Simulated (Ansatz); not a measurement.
## Converging the plane-wave cutoff: CsLiBr2 (P4mm, 8 atoms in the cell)

```
CELL_PARAMETERS angstrom
      5.20715     0.00000     0.00000
      0.00000     5.20715     0.00000
      0.00000     0.00000     9.97971
ATOMIC_POSITIONS crystal
  Cs 0.00000 0.50000 0.30504
  Cs 0.50000 0.00000 0.69997
  Li 0.50000 0.00000 0.08248
  Li 0.00000 0.50000 0.91752
  Br 0.00000 0.50000 0.66592
  Br 0.50000 0.00000 0.33408
  Br 0.00000 0.00000 0.00000
  Br 0.50000 0.50000 0.00000
```

Method: LDA (PW92), default PAW files made with PBE (plane waves; Ansatz, a first-principles code).

Base settings: basis.ecutwfc = 420 eV; kpoints.mp_grid.grid = 3 3 1; hamiltonian.xc = lda; hamiltonian.pseudopotentials = {kind: paw} (the program's default PAW files); scf.occupations.method = fermi_dirac; scf.occupations.width = 0.05 eV.

The second cell is the first with its lattice scaled by 0.98.

The mesh stays at the base's, so the ladder's end is converged at best in this setting alone.

The first pressure column holds Ansatz's estimate of the finite-basis (Pulay) stress, which hides part of the cutoff error; the other is without it.

Only quantities that move along the ladder and can be compared are tabulated; the gap is left out on so coarse a mesh.

The count of work is k-points × plane waves × bands × iterations; it is no time. 

The starting cell comes from a database of computed structures (which also holds hypothetical and non-ambient phases and stackings), without a prior relaxation at this level. Its lattice was rescaled by up to half a per cent. One atom was moved a little off its site on purpose.

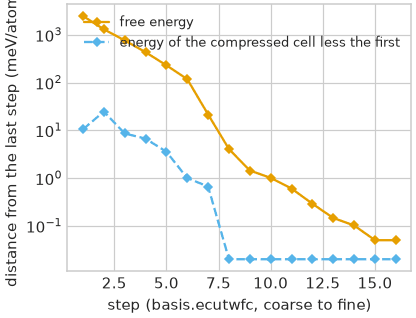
*Distance from the last step along the ladder; very small values are drawn at a floor.*

```tsv
basis.ecutwfc	free energy less the last step's (meV/atom)	energy of the compressed cell less the first (meV/atom)	pressure (GPa)	pressure without the Pulay estimate (GPa)	largest difference of a force vector from the last step's (eV/Å)	count of work / last
145 eV	2474.46	-30.32	-1.97	-29.55	0.094	0.054
170 eV	1305.27	4.87	-1.96	-20.48	0.025	0.070
190 eV	763.27	-11.25	-1.93	-14.83	0.020	0.069
210 eV	432.69	-26.54	-1.98	-10.59	0.005	0.080
230 eV	229.56	-16.28	-2.02	-7.39	0.010	0.094
250 eV	117.76	-20.84	-2.00	-5.24	0.005	0.12
295 eV	21.43	-20.51	-1.99	-2.81	0.001	0.16
335 eV	4.06	-19.82	-1.99	-2.15	0.000	0.19
380 eV	1.44	-19.83	-1.99	-2.01	0.000	0.20
420 eV	1.01	-19.84	-1.99	-2.00	0.000	0.27
460 eV	0.60	-19.83	-1.99	-2.00	0.000	0.31
505 eV	0.29	-19.84	-1.99	-2.00	0.000	0.36
565 eV	0.15	-19.84	-1.99	-1.99	0.000	0.42
630 eV	0.10	-19.84	-1.99	-1.99	0.000	0.49
735 eV	0.05	-19.84	-1.99	-1.99	0.000	0.62
840 eV	0.02	-19.84	-1.99	-1.99	0.000	0.76
1010 eV	0.00	-19.84	-1.99	-1.99	0.000	1.0
```

Coarsest basis.ecutwfc that holds the free energy within 2 meV/atom of the last step, with all finer ones: 380 eV, at 0.20 of the last step's count of work; the step before is off by 4.1 meV/atom.

The energy difference between the two cells stays within 1 meV/atom of the last step's from 295 eV on, the total only from 460 eV on: much of the error is common to both cells and cancels.

At the lowest cutoff the pressure without the Pulay estimate lies 27.6 GPa under the last step's, the usual sign of Pulay stress in an incomplete plane-wave basis.

Keys are those of Ansatz 0.2.
